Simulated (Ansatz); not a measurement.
# One shape, several levels: NBrO (nitrosyl bromide)

Wanted: a comparison of 3 runs (B2PLYP/STO-3G, BLYP/STO-3G, PBE0/STO-3G) of NBrO (nitrosyl bromide). 

Program for the calculation: Ansatz 0.2.0.

69 further runs of the same task are left out: 10 that didn't finish, 59 set aside as unsound or not needed.

### Step 1. Starting point

The species is NBrO (3 atoms), meant as a singlet with charge 0. SMILES: `O=NBr`. The Br3–N2 distance was set to 5.292 Å, away from the relaxed value. At this shape a bond of the SMILES string is far longer than usual.

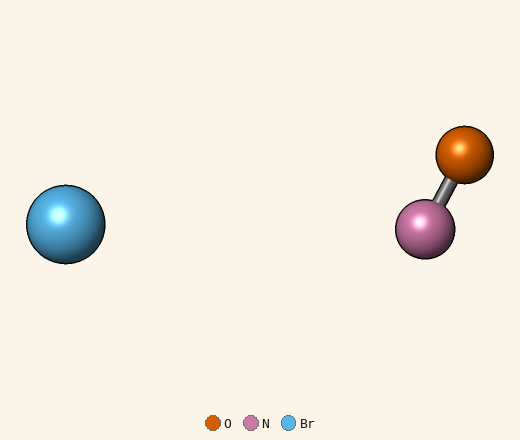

Viewed from a chosen angle; oxygen orange, nitrogen pink, bromine blue.

### Step 2. The energy at B2PLYP/STO-3G (run 1)

File in.yaml:

```yaml
crystal:
  periodic: [false, false, false]
  atoms:
    - {symbol: O, position_ang: [2.219621, -3.526420, 0.842517]}
    - {symbol: "N", position_ang: [1.232901, -3.516100, 0.301057]}
    - {symbol: Br, position_ang: [-0.896840, 1.283280, -0.355590]}
basis:
  gaussian: {orbitals: STO-3G}
hamiltonian: {xc: {name: B2PLYP}}
correlation: {frozen_orbitals: {Br: 9, "N": 1, O: 1}}
accuracy: high
```

Run with:

```
$ ansatz run in.yaml --threads 1 --pin off --max-ram 3480MiB --events-out events.jsonl --progress --plain --runs-dir runs
```

Output:

```text
Warning: RAYON_NUM_THREADS=1 ignored (pool sized by the plan → 1); use --threads N
Functional definition: B2PLYP
  name "B2PLYP"
  parameter a = 0.53
  parameter c = 0.27
  exchange = (1 - a)*b88_x + a*exact_x
  correlation = (1 - c)*lyp_c + c*(mp2_os + mp2_ss)
335 factors; integrals over basis functions are off by at most 2.4e-8 eV
mean field evaluation 1: about -72742.3755 eV, gradient 7.5e0 eV
mean field evaluation 2: about -72742.3477 eV, gradient 7.7e0 eV
mean field evaluation 4: about -72742.3850 eV, gradient 7.4e0 eV
mean field evaluation 8: about -72636.8015 eV, gradient 1.3e1 eV
mean field evaluation 16: about -72747.6064 eV, gradient 9.8e-3 eV
mean field evaluation 32: about -72747.6003 eV, gradient 3.1e-2 eV
mean field evaluation 64: about -72746.8733 eV, gradient 1.0e1 eV
mean field evaluation 96: about -72747.6015 eV, gradient 9.4e-3 eV
mean field evaluation 128: about -72593.7493 eV, gradient 5.7e0 eV
mean field -72747.60143268 eV, -2673.4250425555 hartree, gradient 8.5e-8 eV, S^2 0.000000; 6 other end points of the search recorded, 0 dependent functions left out; unrestricted orbitals would lower it
11 core orbitals not correlated: weight in the atoms' cores, before any rotation towards them, 1.000 or more for the frozen orbitals, at most 0.000 for the correlated occupied ones
reference -72747.60145078 eV, -2673.4250432210 hartree; 14, 14 occupied and 3, 3 virtual orbitals, 335 factors
second order -18.22097500 eV of doubles, -0.00000000 eV of singles
Total energy: -72752.52111403 eV, -2673.6058375108 hartree
```

Wall time 9.6 s (1 thread of Intel Xeon Platinum 8375C at 2.90GHz (Ice Lake), shared host); peak memory 0.11 GiB.

### Step 3. The energy at BLYP/STO-3G (run 2)

File in.yaml:

```yaml
basis:
  gaussian:
    orbitals: STO-3G
crystal:
  periodic: [false, false, false]
  atoms:
    - {symbol: O, position_ang: [2.219621, -3.526420, 0.842517]}
    - {symbol: "N", position_ang: [1.232901, -3.516100, 0.301057]}
    - {symbol: Br, position_ang: [-0.896840, 1.283280, -0.355590]}
total_charge: 0
hamiltonian:
  xc: {name: BLYP}
accuracy: high
```

Run with:

```
$ ansatz run in.yaml --threads 1 --pin off --max-ram 3480MiB --events-out events.jsonl --progress --plain --runs-dir runs
```

Output, shortened:

```text
Warning: RAYON_NUM_THREADS=1 ignored (pool sized by the plan → 1); use --threads N
Functional definition: BLYP
  name "BLYP"
[...]
335 factors; integrals over basis functions are off by at most 2.4e-8 eV
[...]
mean field -72760.12573406 eV, -2673.8853021423 hartree, gradient 2.9e-8 eV, S^2 0.000000; 6 other end points of the search recorded, 0 dependent functions left out
reference -72760.12577244 eV, -2673.8853035524 hartree; 25, 25 occupied and 3, 3 virtual orbitals, 335 factors
Total energy: -72760.12577244 eV, -2673.8853035524 hartree
```

It took 8.7 s on 1 thread of Intel Xeon Platinum 8375C at 2.90GHz (Ice Lake), shared host; peak memory 0.11 GiB.

### Step 4. A single-point energy at PBE0/STO-3G (run 3)

File run.yaml:

```yaml
crystal:
  periodic: [false, false, false]
  atoms:
    - {symbol: O, position_ang: [2.219621, -3.526420, 0.842517]}
    - {symbol: N, position_ang: [1.232901, -3.516100, 0.301057]}
    - {symbol: Br, position_ang: [-0.896840, 1.283280, -0.355590]}
basis:
  gaussian:
    orbitals: STO-3G
hamiltonian:
  xc: {name: PBE0}
accuracy: high
```

Run with:

```
$ ansatz run run.yaml --threads 1 --pin off --max-ram 3480MiB --events-out events.jsonl --progress --plain --runs-dir runs
```

Output, shortened:

```text
Warning: RAYON_NUM_THREADS=1 ignored (pool sized by the plan → 1); use --threads N
Functional definition: PBE0
  name "PBE0"
[...]
335 factors; integrals over basis functions are off by at most 2.4e-8 eV
[...]
mean field -72753.99162111 eV, -2673.6598776491 hartree, gradient 7.2e-9 eV, S^2 0.000000; 12 other end points of the search recorded, 0 dependent functions left out
reference -72753.99162223 eV, -2673.6598776903 hartree; 25, 25 occupied and 3, 3 virtual orbitals, 335 factors
Total energy: -72753.99162223 eV, -2673.6598776903 hartree
```

Run time: 29 s. Hardware: 1 thread of Intel Xeon Platinum 8375C at 2.90GHz (Ice Lake), shared host; peak memory 0.11 GiB.

### Step 5. All runs side by side

```csv
run,level,frozen core orbitals,energy (Eh),wall time
1,B2PLYP/STO-3G,11,-2673.605838,9.6 s
2,BLYP/STO-3G,–,-2673.885304,8.7 s
3,PBE0/STO-3G,–,-2673.659878,29 s
```

### Step 6. Results

| quantity | value |
| --- | --- |
| run 3: total energy | -2673.65988 Eh |

Totals of different functionals can't be ranked against each other. In run 1 the log says that unrestricted orbitals would lower the reference, so the values rest on an unstable closed-shell determinant (other closed-shell runs at this shape may share the fault). In runs 1, 2, 3 the basis is minimal, so the values are rough. In runs 1, 2, 3 a closed-shell determinant meets a far-stretched bond, which it describes badly. All runs together took 47 s, the longest 29 s.
